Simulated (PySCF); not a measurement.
SMILES c1(cc(ccc1)C=C)[Si](Cl)(Cl)Cl (C₈H₇Cl₃Si) at its GFN2-xTB optimised geometry (Å):

```
19

C     -1.7831    -2.4935    -0.0033
C     -2.2437    -1.2486    -0.0014
C     -1.4516    -0.0234     0.0000
C     -2.1109     1.2072     0.0009
C     -1.3988     2.3912     0.0014
C     -0.0162     2.3722     0.0016
C      0.6746     1.1594     0.0000
Si     2.5648     1.1204     0.0343
Cl     3.3149     2.7462    -0.9080
Cl     3.2285     1.1127     1.9488
Cl     3.2376    -0.5488    -0.8915
C     -0.0581    -0.0234     0.0000
H     -2.4537    -3.3355    -0.0041
H     -0.7331    -2.7301    -0.0049
H     -3.3149    -1.0868    -0.0005
H     -3.1914     1.2302     0.0000
H     -1.9229     3.3355     0.0011
H      0.5327     3.3017    -0.0009
H      0.4705    -0.9635    -0.0040
```

Method: PySCF with PBE0/def2-SVP.

Map of the Laplacian of the electron density (e/bohr⁵) on the plane z = 1.0 Å:

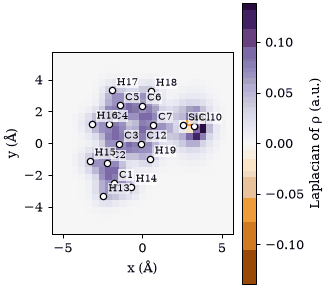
Figure: Laplacian of the electron density (e/bohr⁵) on the plane z = 1.0 Å.
